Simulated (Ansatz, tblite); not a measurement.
**The cluster B5: one state, many levels**

How do method and basis change the picture of the cluster B5 (doublet)?

Computed with Ansatz 0.2.0, Gaussian basis. Level: as each input shows.

Plan: GFN1-xTB, GFN2-xTB, PBE-D4/def2-TZVP, r2SCAN-D4/def2-TZVP, HF/def2-TZVP, LC-ωPBE/def2-TZVP, r2SCANh-D4/def2-TZVP, PBE-QIDH/def2-TZVP, ωB97M-V/def2-TZVP, PBE-D4/def2-SVP, PBE0-D4/def2-SVP, HF/STO-3G, PBE0-D4/def2-TZVPD, PBE-D4/def2-TZVPD, r2SCAN-D4/def2-TZVPD, CCSD(T)/def2-TZVPP, MP2/def2-TZVP, RPA/def2-TZVP.

1 further run of the same task is left out (it didn't finish).

## (1) The structure

The doublet was relaxed beforehand with PBE-D4/def2-SVP. At that level it is the lowest of the isomers that a small search found.

5 atoms, charge 0, spin multiplicity 2.

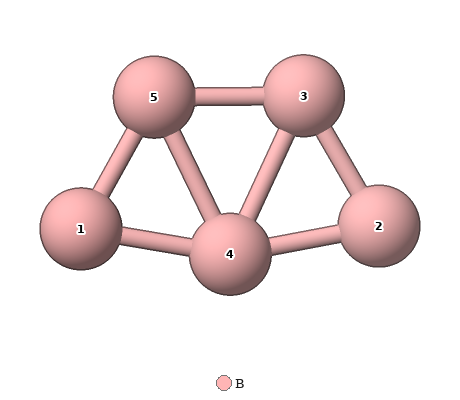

The geometry (boron pink); atoms are numbered from 1 in the order of the file.

Coordinates:

```
atom     x (Å)     y (Å)     z (Å)
  B1  -1.49691  -0.69455  -0.12449
  B2   1.63042  -0.28244   0.02799
  B3   0.66392   0.97496   0.12122
  B4   0.10437  -0.76688  -0.06840
  B5  -0.90180   0.76889   0.04369
```

PBE0-D4/def2-TZVP was run before; its log isn't repeated, and its numbers join the tables.

## (2) GFN1-xTB

Tight binding, by tblite at 300 K electronic temperature and without a spin-polarisation term:

```python
tblite.interface.Calculator('GFN1-xTB', numbers, positions, charge=0, uhf=1).singlepoint()
```

Energy -185.1839 eV; 0.003 s.

## (3) GFN2-xTB

Tight binding, by tblite at 300 K electronic temperature and without a spin-polarisation term:

```python
tblite.interface.Calculator('GFN2-xTB', numbers, positions, charge=0, uhf=1).singlepoint()
```

Energy -157.6128 eV; 0.004 s.

## (4) PBE-D4/def2-TZVP

start.molden holds the orbitals of an earlier run on this state, given as this run's starting guess.

The input, in.yaml:

```yaml
crystal:
  periodic: [false, false, false]
  atoms:
    - {symbol: B, position_ang: [-1.496913, -0.694550, -0.124495]}
    - {symbol: B, position_ang: [1.630420, -0.282437, 0.027995]}
    - {symbol: B, position_ang: [0.663921, 0.974962, 0.121220]}
    - {symbol: B, position_ang: [0.104370, -0.766880, -0.068404]}
    - {symbol: B, position_ang: [-0.901797, 0.768895, 0.043685]}
basis:
  gaussian: {orbitals: def2-TZVP, initial_orbitals: start.molden}
magnetization: {spin_polarized: true, initial_magnetization: 1}
hamiltonian: {xc: pbe, dispersion: d4}
scf: {omitted_lower_state_checks: [starts]}
output: {orbitals: {seedname: orbitals}}
```

The run is started by

```sh
$ ansatz run in.yaml --threads 4 --pin off --events-out ev --progress --plain --max-ram 3916MiB
```

The runs that follow: r2SCAN-D4/def2-TZVP; HF/def2-TZVP; LC-ωPBE/def2-TZVP; r2SCANh-D4/def2-TZVP; PBE-QIDH/def2-TZVP; ωB97M-V/def2-TZVP; PBE-D4/def2-SVP; PBE0-D4/def2-SVP; HF/STO-3G; PBE0-D4/def2-TZVPD; PBE-D4/def2-TZVPD; r2SCAN-D4/def2-TZVPD; CCSD(T)/def2-TZVPP; MP2/def2-TZVP; RPA/def2-TZVP.

Q: Predict the results of all the runs planned. Wanted: gap in def2-TZVP, named functionals and Hartree-Fock, smallest and largest; correlation energy, CCSD(T)/def2-TZVPP; correlation energy, MP2/def2-TZVP; binding an atom, functionals in def2-TZVP; ⟨S²⟩ in def2-TZVP, named functionals and Hartree-Fock, smallest and largest; PBE0 total energy, smallest basis above largest.

As calculated:

| quantity | value |
| --- | --- |
| gap in def2-TZVP, named functionals and Hartree-Fock, smallest and largest | 1.50 eV (PBE-D4), 9.50 eV (HF) |
| correlation energy, CCSD(T)/def2-TZVPP | -12.95 eV |
| correlation energy, MP2/def2-TZVP | -10.93 eV |
| binding an atom, functionals in def2-TZVP | 3.79 (ωB97M-V) to 4.19 eV (PBE-D4) |
| ⟨S²⟩ in def2-TZVP, named functionals and Hartree-Fock, smallest and largest | 0.858, 1.476 |
| PBE0 total energy, smallest basis above largest | 3.49 eV (def2-SVP, def2-TZVPD) |

Orbital gaps of the named functionals and Hartree-Fock in def2-TZVP span 1.50 eV (PBE-D4) to 9.50 eV (HF); exact exchange widens it. Over the named functionals and Hartree-Fock in def2-TZVP spin contamination reaches 0.73 (HF), so some levels may describe another state. Notes on CCSD(T)/def2-TZVPP: large T1 diagnostic, spin contamination.
